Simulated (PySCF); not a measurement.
# C₆H₁₂Si: a tour of settings, part 2 of 2

PySCF 2.14.0. Atoms count from 0.

### Step 4. Ultraviolet spectrum: PW91/def2-SVPD

The job: settings as JSON, then the geometry in Å.

```
{"job": {"kind": "uv", "xc": "PW91", "basis": "def2-SVPD", "nstates": 6, "ntriplets": 2, "tda": false, "scf": {"level_shift": 0.3}}, "charge": 0, "multiplicity": 1}
C      2.599996     0.008028     0.068236
C      1.616679    -1.174371    -0.009641
Si     0.184687     0.023668    -0.417264
C     -1.358434    -0.028697     0.650750
C     -2.574892    -0.753527     0.147411
C     -2.577922     0.734959     0.216289
C      1.610237     1.187288     0.099065
H      3.217933     0.050476    -0.827027
H      3.261861    -0.030403     0.932605
H      1.891773    -1.923532    -0.746905
H      1.518050    -1.682076     0.947644
H     -0.175653     0.088241    -1.841253
H     -1.204072    -0.077320     1.722219
H     -3.175393    -1.303304     0.856655
H     -2.524829    -1.217309    -0.825734
H     -3.180865     1.214805     0.972959
H     -2.530266     1.286083    -0.710293
H      1.881957     2.002490    -0.565899
H      1.509352     1.603751     1.099259
```

Method: TDDFT PW91/def2-SVPD, vertical, gas phase, core orbitals frozen in the response.

Output:

```text
final grid: 143640 points
cycle   1  E = -524.8874737699  dE =  4.596e-01  |g| = 3.749e-01  |ddm| = 6.779e+00
cycle   2  E = -524.9139856254  dE = -2.651e-02  |g| = 2.731e-01  |ddm| = 1.086e+00
cycle   3  E = -524.9319828983  dE = -1.800e-02  |g| = 6.265e-02  |ddm| = 4.689e-01
cycle   4  E = -524.9331573850  dE = -1.174e-03  |g| = 1.680e-02  |ddm| = 1.584e-01
cycle   5  E = -524.9332541050  dE = -9.672e-05  |g| = 3.786e-03  |ddm| = 6.631e-02
cycle   6  E = -524.9332606847  dE = -6.580e-06  |g| = 1.461e-03  |ddm| = 2.673e-02
cycle   7  E = -524.9332618786  dE = -1.194e-06  |g| = 4.621e-04  |ddm| = 1.248e-02
cycle   8  E = -524.9332620714  dE = -1.928e-07  |g| = 2.236e-04  |ddm| = 6.093e-03
cycle   9  E = -524.9332621167  dE = -4.531e-08  |g| = 1.160e-04  |ddm| = 3.079e-03
cycle  10  E = -524.9332621283  dE = -1.164e-08  |g| = 5.017e-05  |ddm| = 1.533e-03
cycle  11  E = -524.9332621310  dE = -2.728e-09  |g| = 2.548e-05  |ddm| = 7.768e-04
cycle  12  E = -524.9332621318  dE = -7.551e-10  |g| = 1.281e-05  |ddm| = 3.980e-04
level shift removed, Fock matrix diagonalised once more
converged SCF energy = -524.9332621318

Static polarisability (au): isotropic 96.323, principal 81.054 88.915 119.000

Singlet excitations
state   eV       nm        f      main configurations
  1   6.1625    201.2   0.00007   H-1->L 0.96
  2   6.3211    196.1   0.11071   H->L 0.84, H-1->L+1 0.12
  3   6.3684    194.7   0.02805   H->L+1 0.95
  4   6.3789    194.4   0.00035   H-1->L+1 0.81, H-1->L+2 0.11, H->L 0.08
  5   6.4351    192.7   0.00321   H->L+2 0.97
  6   6.4707    191.6   0.01055   H-1->L+2 0.88

Triplet excitations (Tamm-Dancoff, eV): 5.8614 5.9720
```

Run time: 97 s. Hardware: 1 thread of AMD EPYC 7R13, shared host; peak memory 0.74 GiB.

This run: HOMO -6.33 eV, LUMO -0.24 eV; lowest singlet 6.16 eV.

### Step 5. NMR shieldings: HF/pcX-1

Settings changed since step 4:

```diff
@@ -1,2 +1,2 @@
-{"job": {"kind": "uv", "xc": "PW91", "basis": "def2-SVPD", "nstates": 6, "ntriplets": 2, "tda": false, "scf": {"level_shift": 0.3}}, "charge": 0, "multiplicity": 1}
+{"job": {"kind": "nmr", "xc": "HF", "basis": "pcX-1", "pop": false, "grid": 0, "scf": {"max_cycle": 66}}, "charge": 0, "multiplicity": 1}
 C      2.599996     0.008028     0.068236
```

With the program's defaults for keys left out, this is: HF/pcX-1.

Output:

```text
KeyError: 'Element h (Z=1) not found in basis pcX-1 version 1'
```

Run time: 0.07 s. Hardware: 1 thread of AMD EPYC 7R13, shared host.

**What went wrong.** The basis pcX-1 has no functions for an element of the molecule, so the input was refused before any integral. Cure: choose a basis that covers all elements.

### Step 6. Shielding tensors: OPBE/def2-SVP in tetrahydrofuran

Settings changed since step 5:

```diff
@@ -1,2 +1,2 @@
-{"job": {"kind": "nmr", "xc": "HF", "basis": "pcX-1", "pop": false, "grid": 0, "scf": {"max_cycle": 66}}, "charge": 0, "multiplicity": 1}
+{"job": {"kind": "nmr", "xc": "OPBE", "basis": "def2-SVP", "solvent": "tetrahydrofuran", "pop": true}, "charge": 0, "multiplicity": 1}
 C      2.599996     0.008028     0.068236
```

Method: GIAO OPBE/def2-SVP NMR shielding, non-relativistic, IEF-PCM tetrahydrofuran.

Output:

```text
coarse grid: 15584 points
cycle   1  E = -524.7694992328  dE =  5.034e-01  |g| = 5.946e-01  |ddm| = 4.512e+00
cycle   2  E = -524.6324101186  dE =  1.371e-01  |g| = 9.253e-01  |ddm| = 1.897e+00
cycle   3  E = -524.8744341716  dE = -2.420e-01  |g| = 6.206e-02  |ddm| = 1.164e+00
cycle   4  E = -524.8751959488  dE = -7.618e-04  |g| = 3.735e-02  |ddm| = 1.119e-01
cycle   5  E = -524.8755607682  dE = -3.648e-04  |g| = 7.395e-03  |ddm| = 4.754e-02
cycle   6  E = -524.8755745408  dE = -1.377e-05  |g| = 1.804e-03  |ddm| = 1.069e-02
cycle   7  E = -524.8755753043  dE = -7.635e-07  |g| = 6.738e-04  |ddm| = 2.802e-03
final grid: 143640 points
cycle   8  E = -524.9343244927  dE = -5.145e-05  |g| = 1.256e-02  |ddm| = 5.717e-02
cycle   9  E = -524.9342698732  dE =  5.462e-05  |g| = 1.897e-02  |ddm| = 3.393e-02
cycle  10  E = -524.9343676610  dE = -9.779e-05  |g| = 7.962e-04  |ddm| = 2.048e-02
cycle  11  E = -524.9343677986  dE = -1.376e-07  |g| = 4.020e-04  |ddm| = 1.400e-03
cycle  12  E = -524.9343678423  dE = -4.365e-08  |g| = 4.647e-05  |ddm| = 4.952e-04
cycle  13  E = -524.9343678428  dE = -5.315e-10  |g| = 1.515e-05  |ddm| = 8.111e-05
converged SCF energy = -524.9343678428

GIAO shielding tensors (ppm)
atom      isotropic    diamagn.    paramagn.     s11        s22        s33       span
  0 C      176.813     251.616     -74.802    162.972    177.560    189.908     26.936
  1 C      182.032     253.338     -71.307    160.524    182.962    202.610     42.086
  2 Si     394.266     882.662    -488.396    359.776    391.875    431.147     71.371
  3 C      195.393     248.042     -52.649    169.782    189.394    227.002     57.220
  4 C      191.530     252.584     -61.054    164.007    189.619    220.964     56.957
  5 C      191.536     252.616     -61.080    163.985    189.618    221.005     57.020
  6 C      182.014     253.337     -71.322    160.513    182.973    202.556     42.044
  7 H       29.808      30.471      -0.663     25.784     28.232     35.409      9.625
  8 H       29.731      29.618       0.114     25.290     27.390     36.513     11.223
  9 H       30.403      31.891      -1.488     26.096     28.122     36.991     10.895
 10 H       30.206      32.970      -2.763     26.857     28.811     34.952      8.095
 11 H       27.362      31.746      -4.384     23.811     27.281     30.994      7.183
 12 H       31.619      32.774      -1.154     24.600     28.864     41.394     16.794
 13 H       31.113      29.934       1.179     25.321     26.815     41.204     15.883
 14 H       31.629      32.166      -0.537     25.437     29.091     40.359     14.922
 15 H       31.109      29.928       1.181     25.317     26.810     41.198     15.881
 16 H       31.630      32.165      -0.535     25.439     29.090     40.361     14.922
 17 H       30.402      31.877      -1.475     26.092     28.124     36.989     10.896
 18 H       30.204      32.956      -2.752     26.855     28.812     34.945      8.090
```

Wall time 29 s (1 thread of AMD EPYC 7R13, shared host); peak memory 0.77 GiB.

This run: σ C0 176.8, C1 182.0, C4 191.5, C3 195.4, H11 27.36, H8 29.73 ppm (means over like atoms).

### Step 7. Side by side: NMR shifts

Isotropic shieldings (ppm) of some atoms, chosen among heavy atoms and hydrogens apart, means over like atoms, with basis size and wall time:

| run | C0 | C1 | C4 | C3 | H8 | H7 | Si2 | functions | time |
| --- | --- | --- | --- | --- | --- | --- | --- | --- | --- |
| PBE0/pcSseg-1 | 167.2 | 171.6 | 183.9 | 187.7 | 29.50 | 29.59 | 339.1 | 186 | 48 s |
| OPBE/def2-SVP in tetrahydrofuran | 176.8 | 182.0 | 191.5 | 195.4 | 29.73 | 29.81 | 394.3 | 162 | 29 s |

### Step 8. Run by run: electronic excitations

Excitations and ground-state properties, with basis size and wall time:

| run | lowest singlet (eV) | brightest (eV) | f | gap (eV) | α (Å³) | μ (D) | functions | time |
| --- | --- | --- | --- | --- | --- | --- | --- | --- |
| PBE0/def2-SVPD | 6.87 | 7.08 | 0.166 | 8.13 | 13.80 | 0.71 | 240 | 62 s |
| PW91/def2-SVPD | 6.16 | 6.32 | 0.111 | 6.09 | 14.27 | 0.70 | 240 | 97 s |

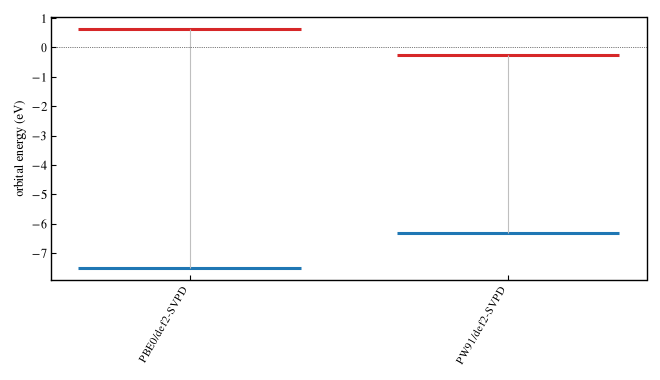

HOMO (blue) and LUMO (red) run by run.

### Step 9. Summary of results

The summary covers parts 1 to 2.

| quantity | value |
| --- | --- |
| 13C shifts against TMS (PBE0/pcSseg-1, means over atoms taken as alike) | 19.7, 15.3, 3.0, -0.7 ppm |
| 1H shifts against TMS (PBE0/pcSseg-1, means over atoms taken as alike) | 4.34, 2.21, 2.12, 1.61, 1.42, 0.68, 0.13, -0.05 ppm |
| 29Si shifts against TMS (PBE0/pcSseg-1) | 10.1 ppm |
| surface potential, least and greatest | -0.37 V and 0.71 V |
| lowest singlet (PBE0/def2-SVPD) | 6.87 eV (180 nm), f = 0.001 |
| brightest single state of those computed | state 2, 7.08 eV, f = 0.166 |
| lowest triplet | 6.41 eV |
| range of the shielding of Si2 | 339.1 to 394.3 ppm |
| range of the lowest singlet | 6.16 to 6.87 eV |
| property runs in this session | 5, of which 1 failed and 0 gave unsound results |

In words: Single values in the summary come from the first run of each kind that ended normally (PBE0/pcSseg-1; PBE0/def2-SVPD), which need not be the best level. At PBE0/pcSseg-1: Shielding is most anisotropic at Si2 (span 75 ppm, paramagnetic term -541 ppm). The lowest singlet, at 6.87 eV, is HOMO−1→LUMO 0.89 and is weak; of the 6 states computed, the strongest absorption comes from state 2 at 7.08 eV. The lowest triplet lies 0.46 eV below the lowest singlet (triplets in Tamm-Dancoff, singlets in full TDDFT). Across the 2 runs the shielding of Si2 moves most, between 339.1 (PBE0/pcSseg-1) and 394.3 ppm (OPBE/def2-SVP in tetrahydrofuran). The lowest singlet runs from 6.16 eV (PW91/def2-SVPD) to 6.87 eV (PBE0/def2-SVPD), while the orbital gap spans 6.09 to 8.13 eV. The lowest state need not be the same one in every run.
